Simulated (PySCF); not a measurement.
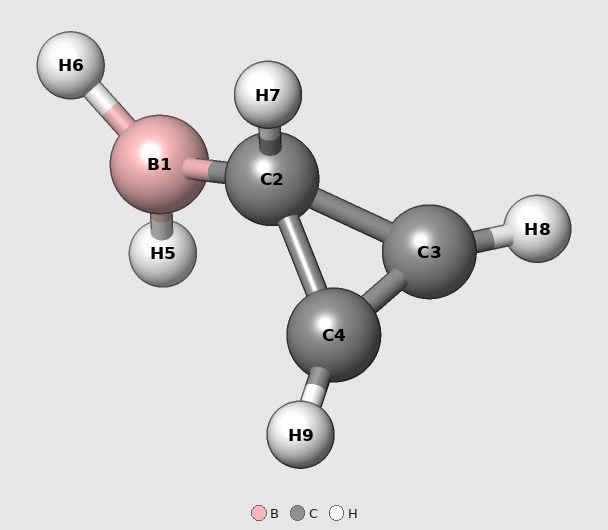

Computed geometry: GFN2-xTB optimisation. No frequency run is at hand to confirm it as a minimum. Level of theory: delta-SCF UKS SCAN, pcX-2 on the ionised atom, pcseg-1 elsewhere, spin-free X2C (PySCF 2.14.0).

Give the core-electron binding energies (to vacuum) of B1 1s, C2 1s, C3 1s.

```tsv
atom	level	binding energy (eV)
B1	1s	195.3
C2	1s	290.6
C3	1s	291.1
```

The geometry is semi-empirical. Around B such bond lengths and angles can be off by a tenth of an ångström or more and by several degrees, and values that hang on the shape move with them.
